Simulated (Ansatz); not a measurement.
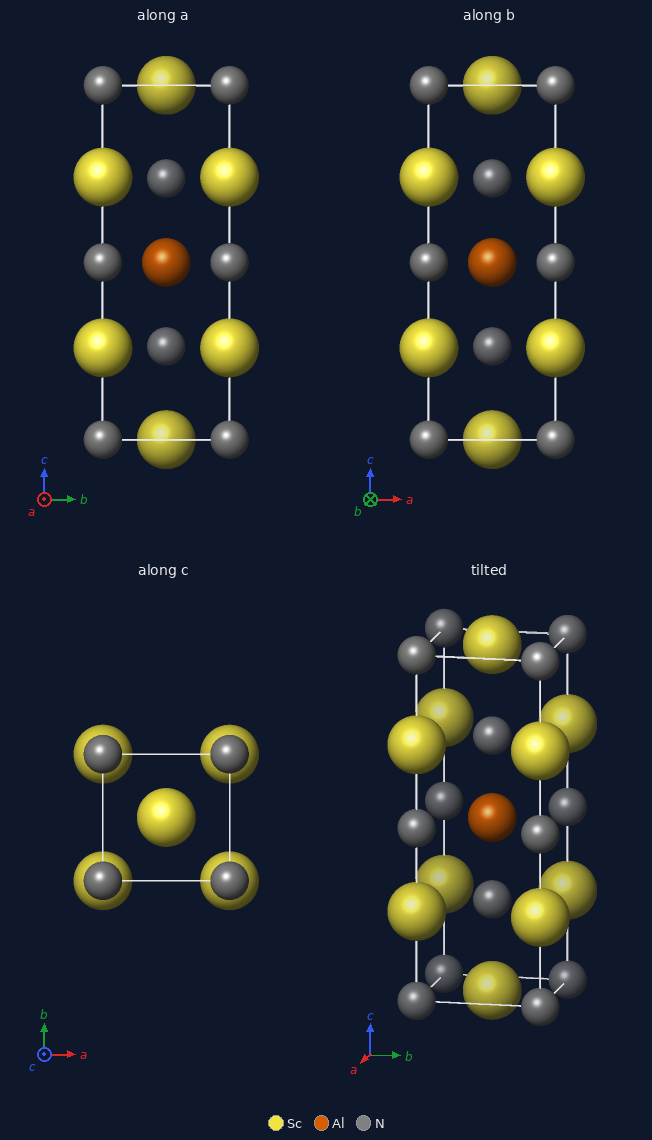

Figure: spheres-only view along the a axis, along the b axis, along the c axis and slightly off an axis. The lines enclose the conventional unit cell; boundary atoms appear with their images.

Lattice parameters: a = 3.1422 Å, b = 3.1422 Å, c = 8.7928 Å, α = 90.000°, β = 90.000°, γ = 90.000°.

Record the structure as a CIF in P1 with every atom of the cell, with free fractional coordinates to two decimals.

Answer.
```cif
data_structure
_symmetry_space_group_name_H-M 'P 1'
_symmetry_Int_Tables_number 1
_cell_length_a 3.1422
_cell_length_b 3.1422
_cell_length_c 8.7928
_cell_angle_alpha 90.000
_cell_angle_beta 90.000
_cell_angle_gamma 90.000
_cell_volume 86.81
loop_
_atom_site_label
_atom_site_type_symbol
_atom_site_fract_x
_atom_site_fract_y
_atom_site_fract_z
_atom_site_occupancy
Sc1 Sc 0.00 0.00 0.74 1
Sc2 Sc 0.50 0.50 0.00 1
Sc3 Sc 0.00 0.00 0.26 1
Al1 Al 0.50 0.50 0.50 1
N1 N 0.00 0.00 0.00 1
N2 N 0.50 0.50 0.26 1
N3 N 0.00 0.00 0.50 1
N4 N 0.50 0.50 0.74 1
```

Origin of the cell: a structure type filled with these elements by a generator (whether the compound takes this form wasn't checked). Earlier steps of the study may have refined or changed the cell and positions. It was run through Ansatz as a DFT input.
